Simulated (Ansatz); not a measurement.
**P₂H₃ (doublet): one geometry, many settings at a displaced geometry (v2)**

What do other methods and options give for P₂H₃ (doublet) at this geometry, and how long do they take?

The runs use Ansatz 0.2.0, Gaussian basis; the settings change from run to run.

25 further runs of the same task are left out: 11 that didn't finish, 14 set aside as unsound or not needed.

### Step 1. What is computed

The geometry is a PBE0/def2-TZVP stationary point (not a proven minimum) with its atoms shifted at random (size 0.100 Å).

5 atoms, charge 0, spin multiplicity 2.

Atoms are counted from 1 here; the program's logs count them from 0.

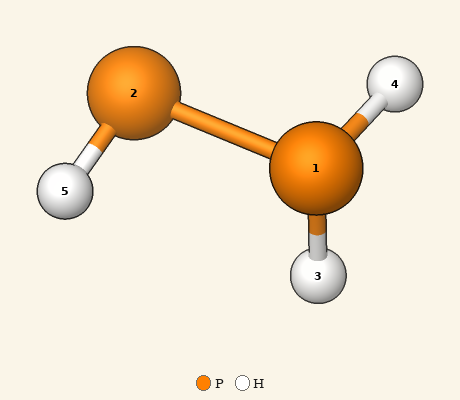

The geometry (phosphorus orange, hydrogen white); atoms are numbered from 1 in the order of the file.

Geometry (Å):

```xyz
5
charge 0, multiplicity 2
P     0.1748    0.0483    1.0538
P    -0.1274   -0.0741   -1.0981
H    -1.0539    0.8265    1.3260
H    -0.4651   -1.2648    1.3653
H     0.0603    1.2310   -1.3297
```

### Step 2. MP2 on UHF/6-31G*

Contents of in.yaml:

```yaml
crystal:
  periodic: [false, false, false]
  atoms:
    - {symbol: P, position_ang: [0.174843, 0.048293, 1.053820]}
    - {symbol: P, position_ang: [-0.127371, -0.074089, -1.098129]}
    - {symbol: H, position_ang: [-1.053950, 0.826515, 1.326036]}
    - {symbol: H, position_ang: [-0.465147, -1.264759, 1.365299]}
    - {symbol: H, position_ang: [0.060276, 1.230953, -1.329729]}
basis:
  gaussian: {orbitals: "6-31G*"}
magnetization: {spin_polarized: true, initial_magnetization: 1}
correlation: {method: mp2, electrons: valence}
```

Command:

```console
$ ansatz run in.yaml --threads 1 --pin off --events-out ev --progress --plain --max-ram 2393MiB
```

Log:

```text
Functional definition: HF
  name "HF"
  cite "Fock, Z. Phys. 61, 126 (1930) doi:10.1007/BF01340294"
  parent pbe
  exchange = exact_x
  correlation = 0
426 factors; integrals over basis functions are off by at most 9.5e-4 eV
mean field evaluation 1: about -18588.2319 eV, gradient 8.7e0 eV
mean field evaluation 2: about -18588.2739 eV, gradient 8.7e0 eV
mean field evaluation 4: about -18589.3521 eV, gradient 1.3e0 eV
mean field evaluation 8: about -18589.4013 eV, gradient 1.2e-1 eV
mean field -18589.40242455 eV, -683.1479387527 hartree, gradient 8.9e-6 eV, S^2 0.764438; 0 other end points of the search recorded, 0 dependent functions left out
10 core orbitals not correlated: weight in the atoms' cores, before any rotation towards them, 1.000 or more for the frozen orbitals, at most 0.000 for the correlated occupied ones
reference -18589.40242455 eV, -683.1479387527 hartree; 7, 6 occupied and 27, 28 virtual orbitals, 426 factors
second order -5.10261238 eV of doubles, -0.00000000 eV of singles
Total energy: -18594.50503693 eV, -683.3354562989 hartree
```

Run time: 1.6 s. Hardware: 1 thread of Intel Xeon at 2.50GHz, shared host.

From the report: ⟨S²⟩ of the determinant 0.764 (pure doublet: 0.75).

### Step 3. CASSCF(1,4)/cc-pVDZ

Edit in.yaml of step 2 so:

```diff
@@ -9,4 +9,6 @@
 basis:
-  gaussian: {orbitals: "6-31G*"}
-magnetization: {spin_polarized: true, initial_magnetization: 1}
-correlation: {method: mp2, electrons: valence}
+  gaussian: {orbitals: cc-pVDZ}
+magnetization: {spin_polarized: false, initial_magnetization: 1}
+correlation: {active_space: {window: {electrons: 1, orbitals: 4}}}
+scf: {lower_state_search: off}
+output: {forces: true}
```

Same command.

Log, shortened:

```text
Functional definition: HF
  name "HF"
  cite "Fock, Z. Phys. 61, 126 (1930) doi:10.1007/BF01340294"
  parent pbe
[...]
515 factors; integrals over basis functions are off by at most 1.2e-3 eV
[...]
mean field -18590.46473144 eV, -683.1869778107 hartree, gradient 2.7e-6 eV, S^2 0.750000; 0 other end points of the search recorded, 0 dependent functions left out
reference -18590.46473144 eV, -683.1869778107 hartree; 17, 16 occupied and 34, 35 virtual orbitals, 515 factors
state -18590.46473144 eV, -683.1869778107 hartree
[...]
Total energy: -18590.46473144 eV, -683.1869778107 hartree
Atom 0 at     0.174843     0.048293     1.053820 Å, force    -1.730125    -0.573423     1.184643 eV/Å
Atom 1 at    -0.127371    -0.074089    -1.098129 Å, force    -0.358511    -2.364024    -0.518432 eV/Å
Atom 2 at    -1.053950     0.826515     1.326036 Å, force     1.049030    -0.566675    -0.077907 eV/Å
Atom 3 at    -0.465147    -1.264759     1.365299 Å, force     0.702119     1.278671    -0.288397 eV/Å
Atom 4 at     0.060276     1.230953    -1.329729 Å, force     0.337487     2.225451    -0.299906 eV/Å
Dipole moment:    -0.104750     0.118278     0.048191 e Å
Checks for a lower state left out: stability, starts, cluster_reference, orbital_swaps, neighbouring_geometries, increment
```

Run time: 2 s. Hardware: 1 thread of Intel Xeon at 2.50GHz, shared host.

From the report: 4 determinants; active occupations 1.00, 0.00, 0.00, 0.00. With so small a space the active step adds no correlation: the energy is the mean field's.

### Step 4. CASSCF(9,5)/cc-pVDZ

Edit in.yaml of step 3 so:

```diff
@@ -9,6 +9,5 @@
 basis:
-  gaussian: {orbitals: cc-pVDZ}
+  gaussian: {orbitals: cc-pVDZ, point_charges: [{charge: 0.50, position_ang: [3.802, -0.971, -0.583]}]}
 magnetization: {spin_polarized: false, initial_magnetization: 1}
-correlation: {active_space: {window: {electrons: 1, orbitals: 4}}}
-scf: {lower_state_search: off}
-output: {forces: true}
+correlation: {active_space: {window: {electrons: 9, orbitals: 5}}}
+accuracy: high
```

The command is unchanged.

Log:

```text
Functional definition: HF
  name "HF"
  cite "Fock, Z. Phys. 61, 126 (1930) doi:10.1007/BF01340294"
  parent pbe
  exchange = exact_x
  correlation = 0
1147 factors; integrals over basis functions are off by at most 3.6e-9 eV
mean field evaluation 1: about -18589.5034 eV, gradient 1.1e1 eV
mean field evaluation 2: about -18589.5346 eV, gradient 1.1e1 eV
mean field evaluation 4: about -18590.4969 eV, gradient 1.6e0 eV
mean field evaluation 8: about -18590.5197 eV, gradient 1.3e-1 eV
mean field evaluation 16: about -18590.5199 eV, gradient 2.2e-8 eV
mean field -18590.51994781 eV, -683.1890069752 hartree, gradient 2.2e-8 eV, S^2 0.750000; 0 other end points of the search recorded, 0 dependent functions left out
reference -18590.51994781 eV, -683.1890069752 hartree; 17, 16 occupied and 34, 35 virtual orbitals, 1147 factors
state -18590.51994781 eV, -683.1890069752 hartree
Total energy: -18590.51994781 eV, -683.1890069752 hartree
```

Wall time 6.5 s (1 thread of Intel Xeon at 2.50GHz, shared host).

From the report: 5 determinants; active occupations 2.00, 2.00, 2.00, 2.00, 1.00. With so small a space the active step adds no correlation: the energy is the mean field's.

### Step 5. BCCD on UHF/STO-3G

Contents of in.yaml:

```yaml
crystal:
  periodic: [false, false, false]
  atoms:
    - {symbol: P, position_ang: [0.174843, 0.048293, 1.053820]}
    - {symbol: P, position_ang: [-0.127371, -0.074089, -1.098129]}
    - {symbol: H, position_ang: [-1.053950, 0.826515, 1.326036]}
    - {symbol: H, position_ang: [-0.465147, -1.264759, 1.365299]}
    - {symbol: H, position_ang: [0.060276, 1.230953, -1.329729]}
basis:
  gaussian: {orbitals: STO-3G}
magnetization: {spin_polarized: true, initial_magnetization: 1}
correlation: {method: bccd, electrons: valence}
scf: {lower_state_search: light}
output: {forces: true}
```

Same command.

Log, shortened:

```text
Functional definition: HF
  name "HF"
  cite "Fock, Z. Phys. 61, 126 (1930) doi:10.1007/BF01340294"
  parent pbe
[...]
230 factors; integrals over basis functions are off by at most 3.4e-5 eV
[...]
mean field -18381.98111627 eV, -675.5253462686 hartree, gradient 4.6e-6 eV, S^2 0.760237; 1 other end points of the search recorded, 0 dependent functions left out
determinant -18381.98111627 eV, -675.5253462686 hartree, with singles and doubles -18384.46975956 eV, -675.6168022228 hartree
determinant -18378.66914027 eV, -675.4036333955 hartree, with singles and doubles -18381.11060310 eV, -675.4933554997 hartree
10 core orbitals not correlated: weight in the atoms' cores, before any rotation towards them, 1.000 or more for the frozen orbitals, at most 0.000 for the correlated occupied ones
reference -18381.98111627 eV, -675.5253462686 hartree; 7, 6 occupied and 4, 5 virtual orbitals, 230 factors
second order -1.68760982 eV of doubles, -0.00000000 eV of singles
cycle   1  -2.48782936 eV  change    8.1e-4 eV  update   2.0e-3
[...]
cycle   9  -2.48698305 eV  change    1.1e-6 eV  update   1.6e-6
[...]
Total energy: -18384.46809932 eV, -675.6167412101 hartree
Atom 0 at     0.174843     0.048293     1.053820 Å, force    -1.641315    -0.518674     1.256170 eV/Å
Atom 1 at    -0.127371    -0.074089    -1.098129 Å, force    -0.559387    -2.889862    -0.361148 eV/Å
Atom 2 at    -1.053950     0.826515     1.326036 Å, force     1.141760    -0.893954    -0.247908 eV/Å
Atom 3 at    -0.465147    -1.264759     1.365299 Å, force     0.646706     1.681574    -0.467291 eV/Å
Atom 4 at     0.060276     1.230953    -1.329729 Å, force     0.412236     2.620917    -0.179823 eV/Å
Dipole moment:    -0.072655     0.070967    -0.007999 e Å
```

Run time: 2 s. Hardware: 1 thread of Intel Xeon at 2.50GHz, shared host.

From the report: ⟨S²⟩ of the determinant 0.760 (pure doublet: 0.75); correlation -2.4870 eV; largest double amplitude 0.07.

### Step 6. MP2 on ROHF/def2-SVP

Edit in.yaml of step 5 so:

```diff
@@ -9,6 +9,6 @@
 basis:
-  gaussian: {orbitals: STO-3G}
-magnetization: {spin_polarized: true, initial_magnetization: 1}
-correlation: {method: bccd, electrons: valence}
-scf: {lower_state_search: light}
+  gaussian: {orbitals: def2-SVP}
+magnetization: {spin_polarized: false, initial_magnetization: 1}
+correlation: {method: mp2, electrons: outside_noble_gas}
+accuracy: high
 output: {forces: true}
```

The command is unchanged.

Log, shortened:

```text
Functional definition: HF
  name "HF"
  cite "Fock, Z. Phys. 61, 126 (1930) doi:10.1007/BF01340294"
  parent pbe
[...]
1030 factors; integrals over basis functions are off by at most 3.7e-9 eV
[...]
mean field -18584.54402068 eV, -682.9693957037 hartree, gradient 2.4e-8 eV, S^2 0.750000; 0 other end points of the search recorded, 0 dependent functions left out
[...]
10 core orbitals not correlated: weight in the atoms' cores, before any rotation towards them, 1.000 or more for the frozen orbitals, at most 0.000 for the correlated occupied ones
reference -18584.54402068 eV, -682.9693957037 hartree; 7, 6 occupied and 34, 35 virtual orbitals, 1030 factors
second order -6.07548561 eV of doubles, -0.07138039 eV of singles
[...]
Total energy: -18590.69088668 eV, -683.1952888626 hartree
Atom 0 at     0.174843     0.048293     1.053820 Å, force    -1.615281    -0.496110     0.797081 eV/Å
Atom 1 at    -0.127371    -0.074089    -1.098129 Å, force    -0.335094    -2.368355    -0.174402 eV/Å
Atom 2 at    -1.053950     0.826515     1.326036 Å, force     0.993172    -0.590930    -0.099112 eV/Å
Atom 3 at    -0.465147    -1.264759     1.365299 Å, force     0.632990     1.293821    -0.345187 eV/Å
Atom 4 at     0.060276     1.230953    -1.329729 Å, force     0.324213     2.161574    -0.178379 eV/Å
Dipole moment:    -0.118159     0.119842     0.067791 e Å
```

Run time: 8.6 s. Hardware: 1 thread of Intel Xeon at 2.50GHz, shared host.

### Step 7. CCSD(T) on ROHF/cc-pVDZ

Edit in.yaml of step 6 so:

```diff
@@ -9,6 +9,5 @@
 basis:
-  gaussian: {orbitals: def2-SVP}
+  gaussian: {orbitals: cc-pVDZ}
 magnetization: {spin_polarized: false, initial_magnetization: 1}
-correlation: {method: mp2, electrons: outside_noble_gas}
+correlation: {method: ccsd_t, electrons: outside_noble_gas}
 accuracy: high
-output: {forces: true}
```

Launched as before.

Log, shortened:

```text
Functional definition: HF
  name "HF"
  cite "Fock, Z. Phys. 61, 126 (1930) doi:10.1007/BF01340294"
  parent pbe
[...]
1147 factors; integrals over basis functions are off by at most 3.6e-9 eV
[...]
mean field -18590.46482022 eV, -683.1869810735 hartree, gradient 2.3e-8 eV, S^2 0.750000; 1 other end points of the search recorded, 0 dependent functions left out
determinant -18590.46482022 eV, -683.1869810735 hartree, with singles and doubles -18597.86596638 eV, -683.4589681781 hartree
determinant -18587.84615742 eV, -683.0907469906 hartree, with singles and doubles -18595.38862601 eV, -683.3679275988 hartree
10 core orbitals not correlated: weight in the atoms' cores, before any rotation towards them, 1.000 or more for the frozen orbitals, at most 0.000 for the correlated occupied ones
reference -18590.46482022 eV, -683.1869810735 hartree; 7, 6 occupied and 34, 35 virtual orbitals, 1147 factors
second order -6.18531694 eV of doubles, -0.07267874 eV of singles
cycle   1  -7.40108822 eV  change    5.8e-5 eV  update   1.1e-3
[...]
cycle  21  -7.40128238 eV  change  -3.6e-10 eV  update   1.3e-9
perturbative correction -0.22203702 eV, -0.0081597099 hartree
Total energy: -18598.08813962 eV, -683.4671328941 hartree
```

Wall time 17 s (1 thread of Intel Xeon at 2.50GHz, shared host).

From the report: correlation -7.6233 eV; T1 0.020; largest double amplitude 0.04.

### Step 8. CCSDT(Q)/B/STO-3G

Edit in.yaml of step 7 so:

```diff
@@ -9,5 +9,7 @@
 basis:
-  gaussian: {orbitals: cc-pVDZ}
+  gaussian: {orbitals: STO-3G}
 magnetization: {spin_polarized: false, initial_magnetization: 1}
-correlation: {method: ccsd_t, electrons: outside_noble_gas}
+hamiltonian: {xc: {name: PBE}, pseudopotentials: {relativity: none}}
+correlation: {method: ccsdt_q_b, electrons: outside_noble_gas}
 accuracy: high
+scf: {lower_state_search: off}
```

The command is unchanged.

Log, shortened:

```text
Functional definition: PBE
  name "PBE"
  cite "Perdew, Burke & Ernzerhof, Phys. Rev. Lett. 77, 3865 (1996) doi:10.1103/PhysRevLett.77.3865"
  parent pbe
[...]
369 factors; integrals over basis functions are off by at most 3.1e-9 eV
[...]
mean field -18404.74823608 eV, -676.3620224897 hartree, gradient 6.1e-8 eV, S^2 0.750000; 0 other end points of the search recorded, 0 dependent functions left out
10 core orbitals not correlated: weight in the atoms' cores, before any rotation towards them, 0.999 or more for the frozen orbitals, at most 0.000 for the correlated occupied ones
reference -18381.48348041 eV, -675.5070584879 hartree; 7, 6 occupied and 4, 5 virtual orbitals, 369 factors
second order -1.87779938 eV of doubles, -0.23211926 eV of singles
cycle   1  -2.57251069 eV  change   -4.6e-1 eV  update   6.3e-2
[...]
cycle  25  -2.87839207 eV  change   8.1e-10 eV  update  6.2e-10
perturbative correction -0.00113254 eV, -0.0000416203 hartree
Total energy: -18384.36300502 eV, -675.6128790658 hartree
Checks for a lower state left out: stability, starts, cluster_reference, orbital_swaps, neighbouring_geometries, increment
```

Wall time 7 s (1 thread of Intel Xeon at 2.50GHz, shared host).

From the report: correlation -2.8795 eV; T1 0.025; largest double amplitude 0.07. The orbitals are Kohn-Sham ones, so correlation energy and T1 don't compare with those on Hartree-Fock orbitals.

### Step 9. BCCD(T) on UHF/def2-mTZVP

Contents of in.yaml:

```yaml
crystal:
  periodic: [false, false, false]
  atoms:
    - {symbol: P, position_ang: [0.174843, 0.048293, 1.053820]}
    - {symbol: P, position_ang: [-0.127371, -0.074089, -1.098129]}
    - {symbol: H, position_ang: [-1.053950, 0.826515, 1.326036]}
    - {symbol: H, position_ang: [-0.465147, -1.264759, 1.365299]}
    - {symbol: H, position_ang: [0.060276, 1.230953, -1.329729]}
basis:
  gaussian: {orbitals: def2-mTZVP}
magnetization: {spin_polarized: true, initial_magnetization: 1}
correlation: {method: bccd_t, electrons: valence}
scf: {lower_state_search: off}
```

Same command.

Log, shortened:

```text
Functional definition: HF
  name "HF"
  cite "Fock, Z. Phys. 61, 126 (1930) doi:10.1007/BF01340294"
  parent pbe
[...]
457 factors; integrals over basis functions are off by at most 9.5e-4 eV
[...]
mean field -18590.47177468 eV, -683.1872366450 hartree, gradient 2.8e-6 eV, S^2 0.764128; 0 other end points of the search recorded, 0 dependent functions left out
10 core orbitals not correlated: weight in the atoms' cores, before any rotation towards them, 1.000 or more for the frozen orbitals, at most 0.000 for the correlated occupied ones
reference -18590.47177468 eV, -683.1872366450 hartree; 7, 6 occupied and 36, 37 virtual orbitals, 457 factors
second order -5.25855970 eV of doubles, -0.00000000 eV of singles
cycle   1  -6.02097239 eV  change   -7.6e-1 eV  update   7.7e-2
[...]
cycle  12  -6.35300626 eV  change   -8.7e-7 eV  update   1.3e-5
perturbative correction -0.22062792 eV, -0.0081079264 hartree
Total energy: -18597.04540885 eV, -683.4288132452 hartree
Checks for a lower state left out: stability, starts, cluster_reference, orbital_swaps, neighbouring_geometries, increment
```

Run time: 7.1 s. Hardware: 1 thread of Intel Xeon at 2.50GHz, shared host.

From the report: ⟨S²⟩ of the determinant 0.764 (pure doublet: 0.75); correlation -6.5736 eV; largest double amplitude 0.04.

### Step 10. CASSCF(7,4)/STO-3G

Edit in.yaml of step 9 so:

```diff
@@ -9,5 +9,5 @@
 basis:
-  gaussian: {orbitals: def2-mTZVP}
-magnetization: {spin_polarized: true, initial_magnetization: 1}
-correlation: {method: bccd_t, electrons: valence}
-scf: {lower_state_search: off}
+  gaussian: {orbitals: STO-3G, point_charges: [{charge: 1.00, position_ang: [3.755, -0.399, -0.705]}]}
+magnetization: {spin_polarized: false, initial_magnetization: 1}
+hamiltonian: {pseudopotentials: {relativity: none}}
+correlation: {active_space: {window: {electrons: 7, orbitals: 4}, states: [{multiplicity: 2, weights: [1, 0.5, 1]}]}}
```

Same command.

Log:

```text
Functional definition: HF
  name "HF"
  cite "Fock, Z. Phys. 61, 126 (1930) doi:10.1007/BF01340294"
  parent pbe
  exchange = exact_x
  correlation = 0
352 factors; integrals over basis functions are off by at most 2.8e-8 eV
mean field evaluation 1: about -18381.5646 eV, gradient 5.6e0 eV
mean field evaluation 2: about -18381.5913 eV, gradient 5.6e0 eV
mean field evaluation 4: about -18381.9419 eV, gradient 4.6e-1 eV
mean field evaluation 8: about -18381.9439 eV, gradient 1.7e-6 eV
mean field -18381.94390513 eV, -675.5239787843 hartree, gradient 3.9e-6 eV, S^2 0.750000; 0 other end points of the search recorded, 0 dependent functions left out
reference -18381.94390513 eV, -675.5239787843 hartree; 17, 16 occupied and 4, 5 virtual orbitals, 352 factors
state -18381.83355259 eV, -675.5199234034 hartree
state -18378.70333931 eV, -675.4048901872 hartree
state -18375.01206372 eV, -675.2692383112 hartree
Total energy: -18378.47891439 eV, -675.3966427233 hartree
```

Run time: 0.97 s. Hardware: 1 thread of Intel Xeon at 2.50GHz, shared host.

From the report: 4 determinants; active occupations (of the averaged states) 2.00, 1.80, 1.60, 1.60.

### Step 11. All runs side by side

Where basis and cores are those of an earlier UCCSDT(Q)/cc-pVDZ run (-18598.1341 eV), and the state is the same kind, the miss against it is given.

| level | correlated | functions | energy (eV) | from UCCSDT(Q) (meV) | time |
| --- | --- | --- | --- | --- | --- |
| MP2 on UHF/6-31G* | valence | 44 | -18594.5050 |  | 1.6 s |
| CASSCF(1,4)/cc-pVDZ |  | 51 | -18590.4647 | 7669.4 | 2 s |
| CASSCF(9,5)/cc-pVDZ (beside a point charge) |  | 51 | -18590.5199 |  | 6.5 s |
| BCCD on UHF/STO-3G | valence | 21 | -18384.4681 |  | 2 s |
| MP2 on ROHF/def2-SVP | outside noble gas | 51 | -18590.6909 |  | 8.6 s |
| CCSD(T) on ROHF/cc-pVDZ | outside noble gas | 51 | -18598.0881 | 46.0 | 17 s |
| CCSDT(Q)/B/STO-3G (on PBE orbitals) | outside noble gas | 21 | -18384.3630 |  | 7 s |
| BCCD(T) on UHF/def2-mTZVP | valence | 53 | -18597.0454 |  | 7.1 s |
| CASSCF(7,4)/STO-3G (mean of several states, beside a point charge) |  | 21 | -18378.4789 |  | 0.97 s |

### Step 12. Outcome

```
quantity                                                                       value
    runs                                                                           9
quickest  CASSCF(7,4)/STO-3G (mean of several states, beside a point charge), 0.97 s
 slowest                                               CCSD(T) on ROHF/cc-pVDZ, 17 s
```

What this shows: Total energies in different bases, with other cores or another treatment of relativity can't be set against each other. CCSD(T) on ROHF/cc-pVDZ took 18 times as long as CASSCF(7,4)/STO-3G (mean of several states, beside a point charge); the jobs differ in more than the method. Hartree-Fock, CASSCF and CASCI lack dynamic correlation by design.
